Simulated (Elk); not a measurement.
## TiBr2: forms of DFT+U

One order of TiBr2 is run under several DFT+U schemes. What changes?

Calculated with Elk 11.2.3 (patched build); LDA (Perdew-Wang); all-electron APW+lo, Dirac cores, scalar-relativistic bands with second-variational spin-orbit coupling.

The database entry behind the starting cell has ideal inner coordinates that were not refined, so it need not match the best structure at ambient conditions.

### 1. The structure

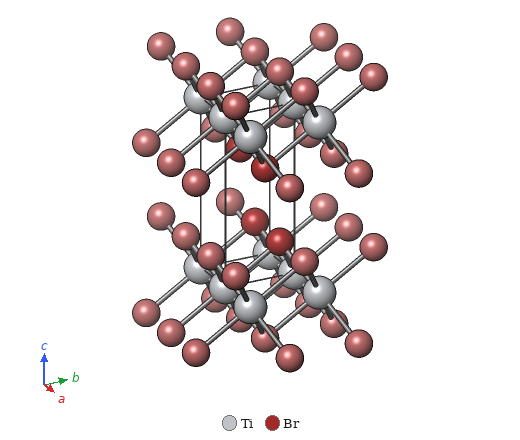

The cell as given, slightly off an axis (titanium light grey, bromine red). 2×1×1 cells are drawn. Some periodic images of atoms are drawn too.

Coordinates:

```cif
data_structure
_symmetry_space_group_name_H-M 'P-3m1'
_symmetry_Int_Tables_number 164
_cell_length_a 3.6290
_cell_length_b 3.6290
_cell_length_c 6.4920
_cell_angle_alpha 90.000
_cell_angle_beta 90.000
_cell_angle_gamma 120.000
_cell_volume 74.04
loop_
_atom_site_label
_atom_site_type_symbol
_atom_site_symmetry_multiplicity
_atom_site_Wyckoff_symbol
_atom_site_fract_x
_atom_site_fract_y
_atom_site_fract_z
_atom_site_occupancy
Ti1 Ti 1 a 0.00000 0.00000 0.00000 1
Br1 Br 2 d 0.33333 0.66667 0.25000 1
```

### 2. No U

The run without a Hubbard term is the reference.

The last three numbers of an atom's line are a seed field in its sphere. It points against the wanted moment and shrinks by the factor reducebf each loop.

Input file elk.in:

```
tasks
  0
  15

xctype
  3

rgkmax
  7.0

nempty
  12

swidth
  0.003

reducebf
  0.6

epsengy
  1e-05

maxscl
  100

lmaxi
  3

spinorb
  .true.

cmagz
  .true.

spinpol
  .true.

sppath
  './'

avec
  6.85781610627 0.00000000000 0.00000000000
  -3.42890805313 5.93904296245 0.00000000000
  0.00000000000 0.00000000000 12.26810200107

atoms
  2
  'Ti.in'
  1
  0.0000000000 0.0000000000 0.0000000000   0.000000 0.000000 -0.075000
  'Br.in'
  2
  0.3333333333 0.6666666667 0.2500000000   0.000000 0.000000 0.000000
  0.6666666667 0.3333333333 0.7500000000   0.000000 0.000000 0.000000

ngridk
  6 6 6
```

On the command line:

```
$ OMP_NUM_THREADS=4 elk
```

Numbers of over 12 decimals in the logs are rounded to 6 here.

The program printed:

```text
Info(gndstate): no moment of its own; a second start begins; STATE.OUT holds the state before
Info(gndstate): the second start gave no lower state; one of another order, or behind a
 stronger field, isn't excluded
Warning(chksvso): spin-orbit splittings by the second variation are low [figures from our tests cut]: local-orbitals by j (lorbdm 7 and 8, zora) mend levels alone

--- INFO.OUT ---
┌─────────────────────────┐
│ Elk code version 11.2.3 │
└─────────────────────────┘

All units are atomic (Hartree, Bohr, etc.)

┌─────────────────────────────────────────────────┐
│ Ground-state run starting from atomic densities │
└─────────────────────────────────────────────────┘

Lattice vectors :
   6.857816106       0.000000000       0.000000000
  -3.428908053       5.939042962       0.000000000
   0.000000000       0.000000000       12.26810200

Species : 1 (Ti)
 parameters loaded from : Ti.in
 name : titanium
 nuclear charge    :   -22.00000000
 electronic charge :    22.00000000
 atomic mass :    87256.20317
 muffin-tin radius :    2.400000000
 number of radial points in muffin-tin :    497
 inner part over the whole radius :   0.9985722337E-02
 number on inner part of muffin-tin    :    350
 approximate nuclear radius :   0.6805665174E-04
 number of mesh points to nuclear radius :    163
 atomic positions (lattice), magnetic fields (Cartesian) :
  1 :   0.00000000  0.00000000  0.00000000    0.00000000  0.00000000 -0.07500000

Species : 2 (Br)
 parameters loaded from : Br.in
 name : bromine
 nuclear charge    :   -35.00000000
 electronic charge :    35.00000000
 atomic mass :    145656.0816
 muffin-tin radius :    2.400000000
 number of radial points in muffin-tin :    497
 inner part over the whole radius :   0.9934012010E-02
 number on inner part of muffin-tin    :    352
 approximate nuclear radius :   0.7858070945E-04
 number of mesh points to nuclear radius :    172
 atomic positions (lattice), magnetic fields (Cartesian) :
  1 :   0.33333333 -0.33333333  0.25000000    0.00000000  0.00000000  0.00000000
  2 :  -0.33333333  0.33333333 -0.25000000    0.00000000  0.00000000  0.00000000

Total number of atoms per unit cell :    3
Total muffin-tin volume :    173.7175074
 ratio of muffin-tin to unit cell volume :   0.3476673512

Spin treatment :
 spin-polarised
 spin-orbit coupling
 global magnetic field (Cartesian) :    0.000000000       0.000000000       0.000000000
 collinear magnetisation in z-direction

Number of Bravais lattice symmetries :   24
Number of crystal symmetries         :    6
Crystal has inversion symmetry
Real symmetric eigensolver will be used

k-point grid :      6     6     6
k-point offset :    0.000000000       0.000000000       0.000000000
k-point set is reduced with full crystal symmetry group
Total number of k-points :       44

Muffin-tin radius times maximum |G+k| :    7.000000000
 using average radius
Maximum |G+k| for APW functions       :    2.916666667
Maximum (1/2)|G+k|²                   :    4.253472222
Maximum |G| for potential and density :    12.00000000
Constant for pseudocharge density :    7
 order of it for each species :   14  14
 order of it for pair densities of each species (exact exchange by exxq0 0: 14) :   10  10
Radial integration step length :    1

G-vector grid sizes :     27    27    48
Number of G-vectors :    14549

Maximum angular momentum used for
 APW functions            :    8
 outer part of muffin-tin :    6
 inner part of muffin-tin :    3

Number of empty states         :     36
Total number of valence states :    120
Total number of core states    :     46

Third-order local-orbitals added for an l without core states : T
Total number of local-orbitals :     58

Exchange-correlation functional :      3     0     0
 Perdew-Wang/Ceperley-Alder, Phys. Rev. B 45, 13244 (1992)
 gradient requirement :    0
 local density approximation (LDA)

Smearing type :    3
 Fermi-Dirac
Smearing width :   0.3000000000E-02
Effective electronic temperature (K) :    947.3250744

Mixing type :    3
 Broyden mixing, J. Phys. A: Math. Gen. 17, L317 (1984)

Kohn-Sham potential initialised from atomic data

┌──────────────────────────────┐
│ Self-consistent loop started │
└──────────────────────────────┘

┌─────────────────┐
│ Loop number : 1 │
└─────────────────┘

Energies :
 Fermi                       :     0.64392351815920E-01
 sum of occupied eigenvalues :     -3533.9874846875
 electron kinetic            :      6194.8303852647
 core electron kinetic       :      5651.6829672274
 Coulomb                     :     -12035.914058886
 Coulomb potential           :     -9429.9014266745
 nuclear-nuclear             :     -718.17146981910
 electron-nuclear            :     -13220.202987608
 Hartree                     :      1902.4603985414
 Madelung                    :     -7320.9633455487
 xc potential                :     -298.86635280036
 xc effective B-field        :    -0.39630700403229E-01
 external B-field            :      0.000000
 exchange                    :     -210.16911268919
 correlation                 :     -8.159513
 electron entropic           :    -0.25164642176855E-02
 total energy                :     -6059.4148159909
 (external B-field energy excluded from total)

Density of states at Fermi energy :    89.06279184
 (states/Hartree/unit cell)

Estimated indirect band gap :   0.9387613626E-03
 from k-point 13 to k-point 25
Estimated direct band gap   :   0.1883916165E-02
 at k-point 18

Charges :
 core                        :    46.00000000
 valence                     :    46.00000000
 interstitial                :    4.548938054
 muffin-tins (core leakage)
  species : 1 (Ti)
   atom 1                    :    20.54786440     ( -0.3536563010E-05)
  species : 2 (Br)
   atom 1                    :    33.45159877     (  0.1762609010E-04)
   atom 2                    :    33.45159877     (  0.1762609010E-04)
 total in muffin-tins        :    87.45106195
 total calculated charge     :    91.99942061
 total charge                :    92.00000000
 error                       :   0.5793865476E-03

Moments :
 interstitial                :   0.2564946675
 muffin-tins
  species : 1 (Ti)
   atom 1                    :    1.433490148
  species : 2 (Br)
   atom 1                    :  -0.2420243810E-02
   atom 2                    :  -0.2420243810E-02
 total in muffin-tins        :    1.428649661
 total moment                :    1.685144328

[... earlier loops left out ...]

┌──────────────────┐
│ Loop number : 61 │
└──────────────────┘

Energies :
 Fermi                       :     0.191029
 sum of occupied eigenvalues :     -3524.6923355179
 electron kinetic            :      6196.1378443494
 core electron kinetic       :      5652.1590411885
 Coulomb                     :     -12036.721559231
 Coulomb potential           :     -9431.7229513505
 nuclear-nuclear             :     -718.17146981910
 electron-nuclear            :     -13219.918045436
 Hartree                     :      1901.3679560237
 Madelung                    :     -7320.8600835560
 xc potential                :     -289.10722851648
 xc effective B-field        :    -0.28198280277152E-09
 external B-field            :      0.000000
 exchange                    :     -210.10956617100
 correlation                 :     -8.161025
 electron entropic           :    -0.23077868523334E-02
 total energy                :     -6058.8566134916
 (external B-field energy excluded from total)

Density of states at Fermi energy :    77.69364633
 (states/Hartree/unit cell)

Estimated indirect band gap :   0.1492770520E-02
 from k-point 1 to k-point 23
Estimated direct band gap   :   0.2148049757E-02
 at k-point 23

Charges :
 core                        :    46.00000000
 valence                     :    46.00000000
 interstitial                :    4.673403771
 muffin-tins (core leakage)
  species : 1 (Ti)
   atom 1                    :    20.28326412     ( -0.3536576147E-05)
  species : 2 (Br)
   atom 1                    :    33.52166605     (  0.1714134084E-04)
   atom 2                    :    33.52166605     (  0.1714134084E-04)
 total in muffin-tins        :    87.32659623
 total calculated charge     :    91.99944613
 total charge                :    92.00000000
 error                       :   0.5538686710E-03

Moments :
 interstitial                :   0.5343014336E-06
 muffin-tins
  species : 1 (Ti)
   atom 1                    :   0.2542522979E-05
  species : 2 (Br)
   atom 1                    :  -0.9209698110E-06
   atom 2                    :  -0.9209698110E-06
 total in muffin-tins        :   0.7005833575E-06
 total moment                :   0.1234884791E-05

┌──────────────────────────────┐
│ Self-consistent loop stopped │
└──────────────────────────────┘

Wrote STATE.OUT
```

Wall time 3.7 min (4 threads of Arm Neoverse V2, shared host); peak memory 0.25 GiB.

The moments died away, and this build then starts once more from a stronger push, within the same count of loops. That gave no lower state.

The spin moment in the muffin-tin sphere vanishes on all atoms.

Read from the output:

```yaml
final_state: non-magnetic
```

After 61 cycles the seed has died away: no moment is left.

The orbital moment <L> in the sphere vanishes on all atoms.

### 3. U = 3.00 eV, J = 0.90 eV on Ti d (fully localised)

Fully localised double counting pushes orbitals towards full or empty, which suits localised shells.

elk.in: that of step 2 with these lines changed.

```diff
@@ -37,2 +37,5 @@
 
+tmwrite
+  .true.
+
 sppath
@@ -57 +60,5 @@
   6 6 6
+
+dft+u
+  1 1
+  1 2 0.110248 0.033074
```

On the command line:

```
$ OMP_NUM_THREADS=4 elk
```

The program printed:

```text
Warning(gndstate): forces or DFT+U at lmaxo under 8 : 6
  [figures from our tests cut]: type lmaxo 8 and lmaxapw 10
Warning(chksvso): spin-orbit splittings by the second variation are low [figures from our tests cut]: local-orbitals by j (lorbdm 7 and 8, zora) mend levels alone

--- INFO.OUT ---
┌─────────────────────────┐
│ Elk code version 11.2.3 │
└─────────────────────────┘

All units are atomic (Hartree, Bohr, etc.)

┌─────────────────────────────────────────────────┐
│ Ground-state run starting from atomic densities │
└─────────────────────────────────────────────────┘

Lattice vectors :
   6.857816106       0.000000000       0.000000000
  -3.428908053       5.939042962       0.000000000
   0.000000000       0.000000000       12.26810200

Species : 1 (Ti)
 muffin-tin radius :    2.400000000
 atomic positions (lattice), magnetic fields (Cartesian) :
  1 :   0.00000000  0.00000000  0.00000000    0.00000000  0.00000000 -0.07500000

Species : 2 (Br)
 muffin-tin radius :    2.400000000
 atomic positions (lattice), magnetic fields (Cartesian) :
  1 :   0.33333333 -0.33333333  0.25000000    0.00000000  0.00000000  0.00000000
  2 :  -0.33333333  0.33333333 -0.25000000    0.00000000  0.00000000  0.00000000

Total number of atoms per unit cell :    3
Total muffin-tin volume :    173.7175074
 ratio of muffin-tin to unit cell volume :   0.3476673512

Spin treatment :
 spin-polarised
 spin-orbit coupling
 global magnetic field (Cartesian) :    0.000000000       0.000000000       0.000000000
 collinear magnetisation in z-direction

Number of Bravais lattice symmetries :   24
Number of crystal symmetries         :    6
Crystal has inversion symmetry
Real symmetric eigensolver will be used

k-point grid :      6     6     6
k-point offset :    0.000000000       0.000000000       0.000000000
k-point set is reduced with full crystal symmetry group
Total number of k-points :       44

Muffin-tin radius times maximum |G+k| :    7.000000000
 using average radius
Maximum |G+k| for APW functions       :    2.916666667
Maximum (1/2)|G+k|²                   :    4.253472222
Maximum |G| for potential and density :    12.00000000
Constant for pseudocharge density :    7
 order of it for each species :   14  14
 order of it for pair densities of each species (exact exchange by exxq0 0: 14) :   10  10
Radial integration step length :    1

G-vector grid sizes :     27    27    48
Number of G-vectors :    14549

Maximum angular momentum used for
 APW functions            :    8
 outer part of muffin-tin :    6

Number of empty states         :     36
Total number of valence states :    120
Total number of core states    :     46

Third-order local-orbitals added for an l without core states : T
Total number of local-orbitals :     58

Exchange-correlation functional :      3     0     0
 Perdew-Wang/Ceperley-Alder, Phys. Rev. B 45, 13244 (1992)
 gradient requirement :    0
 local density approximation (LDA)

DFT+U calculation
 fully localised limit (FLL)
 see Phys. Rev. B 52, R5467 (1995)
 species : 1 (Ti), l = 2, U =   0.11024800, J =   0.03307400

Smearing type :    3
 Fermi-Dirac
Smearing width :   0.3000000000E-02
Effective electronic temperature (K) :    947.3250744

Mixing type :    3
 Broyden mixing, J. Phys. A: Math. Gen. 17, L317 (1984)

Kohn-Sham potential initialised from atomic data

┌──────────────────────────────┐
│ Self-consistent loop started │
└──────────────────────────────┘

[... earlier loops left out ...]

┌──────────────────┐
│ Loop number : 25 │
└──────────────────┘

Energies :
 Fermi                       :     0.196690
 sum of occupied eigenvalues :     -3523.8043521118
 electron kinetic            :      6196.4280080106
 core electron kinetic       :      5652.1378454524
 Coulomb                     :     -12036.933685497
 Coulomb potential           :     -9431.0081401440
 nuclear-nuclear             :     -718.17146981910
 electron-nuclear            :     -13221.080307636
 Hartree                     :      1902.3180919572
 Madelung                    :     -7321.4296154255
 xc potential                :     -289.16633170691
 xc effective B-field        :    -0.57882959618673E-01
 external B-field            :      0.000000
 exchange                    :     -210.20091757613
 correlation                 :     -8.156476
 DFT+U                       :     0.52071248305696E-01
 electron entropic           :    -0.49786778532945E-03
 total energy                :     -6058.8114979159
 (external B-field energy excluded from total)

Density of states at Fermi energy :    14.95404119
 (states/Hartree/unit cell)

Estimated indirect band gap :   0.3191124536E-02
 from k-point 9 to k-point 2
Estimated direct band gap   :   0.1296951902E-01
 at k-point 4

Charges :
 core                        :    46.00000000
 valence                     :    46.00000000
 interstitial                :    4.569664395
 muffin-tins (core leakage)
  species : 1 (Ti)
   atom 1                    :    20.32330838     ( -0.3536567640E-05)
  species : 2 (Br)
   atom 1                    :    33.55351361     (  0.1725212468E-04)
   atom 2                    :    33.55351361     (  0.1725212468E-04)
 total in muffin-tins        :    87.43033560
 total calculated charge     :    91.99960021
 total charge                :    92.00000000
 error                       :   0.3997913208E-03

Moments :
 interstitial                :   0.3658304432
 muffin-tins
  species : 1 (Ti)
   atom 1                    :    1.579007599
  species : 2 (Br)
   atom 1                    :   0.2231760416E-01
   atom 2                    :   0.2231760416E-01
 total in muffin-tins        :    1.623642807
 total moment                :    1.989473250

┌──────────────────────────────┐
│ Self-consistent loop stopped │
└──────────────────────────────┘

Warning : forces or DFT+U at lmaxo under 8 : 6

Wrote STATE.OUT
```

The job ended after 1.7 min (4 threads; peak memory 0.25 GiB).

Spin moment in the muffin-tin sphere by atom:

```tsv
atom	spin moment in the muffin-tin sphere (μB)
Ti1	1.58
Br2	0.02
Br3	0.02
```

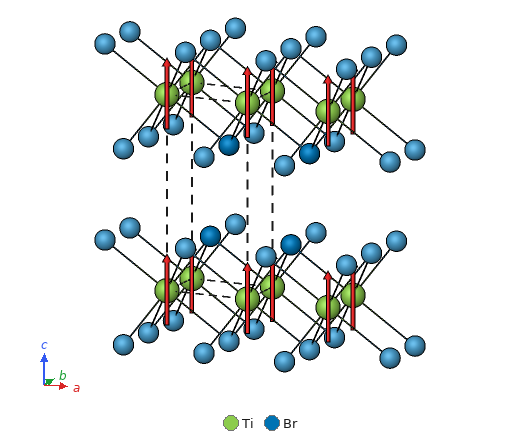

Spin moment in the muffin-tin sphere as arrows, the longest 1.58 μB. Up and down stand for the sign. Arrows give size and sign along the axis of quantisation, drawn up and down the page. 2×1×1 cells are drawn. Some periodic images of atoms are drawn too.

This step gave:

```
density of states at the Fermi level : 0.5496 states/eV/cell
moment between the spheres           : 0.3658 μB
magnetization                        : 1.989 μB
final state                          : ferromagnetic
```

The largest spin moment is +1.58 μB from that of the first run.

Orbital moment <L> in the sphere by atom:

```tsv
atom	x (μB)	y (μB)	z (μB)	size
Ti1	0.0000	0.0000	-0.0226	0.0226
Br2	0.0000	0.0000	-0.0002	0.0002
Br3	0.0000	0.0000	-0.0002	0.0002
```

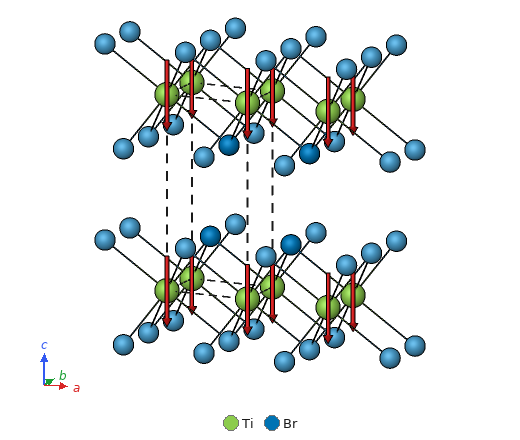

Orbital moment <L> in the sphere as arrows, the longest 0.0226 μB. 2×1×1 cells are drawn. Some periodic images of atoms are drawn too.

FDU.OUT:

```text

   1   2 : species, l
  0.1102480000     : F^(0)
  0.2849452308     : F^(2)
  0.1780907692     : F^(4)
  0.1102480000     : U
  0.3307400000E-01 : J
```

In eV, for the first corrected species: U = 3.00, J = 0.90.

Tensor moments of the density matrix of the first corrected atom (TENSMOM.OUT, the program's normalisation), largest first:

```tsv
k	p	r	magnitude	energy (Ha)
0	0	0	2.043	0.0233
0	1	1	1.561	-0.00941
4	0	4	1.410	-0.00770
4	1	4	1.091	-0.00796
4	1	5	0.9480	-0.00602
4	1	3	0.7980	-0.00426
2	0	2	0.3965	4.4e-4
2	1	3	0.3300	-5.8e-4
2	1	1	0.2803	-4.2e-4
1	1	0	0.07775	-3.5e-5
```

Here k is the rank of the orbital part, p = 1 marks spin, 000 is the shell's charge, 011 its spin, 101 its orbital moment and 110 the spin–orbit term.

### 4. U = 3.00 eV, J = 0.90 eV on Ti d (around mean field)

Around-mean-field double counting counts from equal filling of a spin's orbitals, which suits more itinerant shells.

elk.in: that of step 3 with these lines changed.

```diff
@@ -62,3 +62,3 @@
 dft+u
-  1 1
+  2 1
   1 2 0.110248 0.033074
```

On the command line:

```
$ OMP_NUM_THREADS=4 elk
```

The program printed:

```text
Warning(gndstate): forces or DFT+U at lmaxo under 8 : 6
  [figures from our tests cut]: type lmaxo 8 and lmaxapw 10
Warning(chksvso): spin-orbit splittings by the second variation are low [figures from our tests cut]: local-orbitals by j (lorbdm 7 and 8, zora) mend levels alone

--- INFO.OUT ---
┌─────────────────────────┐
│ Elk code version 11.2.3 │
└─────────────────────────┘

All units are atomic (Hartree, Bohr, etc.)

┌─────────────────────────────────────────────────┐
│ Ground-state run starting from atomic densities │
[...]
total calculated charge     :    91.99945761
 total charge                :    92.00000000
 error                       :   0.5423879157E-03

Moments :
 interstitial                :   0.9959630123E-01
 muffin-tins
  species : 1 (Ti)
   atom 1                    :   0.4129679630
  species : 2 (Br)
   atom 1                    :   0.1312419709E-01
   atom 2                    :   0.1312419709E-01
 total in muffin-tins        :   0.4392163572
 total moment                :   0.5388126584

┌──────────────────────────────┐
│ Self-consistent loop stopped │
└──────────────────────────────┘

Warning : forces or DFT+U at lmaxo under 8 : 6

Wrote STATE.OUT

[key lines of the parts left out:]
total energy                :     -6058.8694863943
```

Run time: 6.5 min. Hardware: 4 threads; peak memory 0.25 GiB.

This step gave:

- density of states at the Fermi level: 0.04999 states/eV/cell
- moment between the spheres: 0.09960 μB
- magnetization: 0.5388 μB
- final state: ferromagnetic
- largest moment: 0.4130 μB

The largest spin moment is +0.41 μB from that of the first run.

(Part 1 of 2 ends here.)

[Logs and program files are shortened in this print: banners, set-up blocks, solver, clock and traceback lines can be left out without a mark of their own.]

[Logs are printed without paths, hosts, clocks, repeated set-up lines and the standing remarks that a program may print on its own settings, such as how far it seeks lower states.]

[Hosts, paths, dates, database ids (printed as entryN), source tags and the programs' standing remarks are cut or masked in the printed files.]

[Where a cell is said to come from a database of computed structures, the database is the Materials Project.]
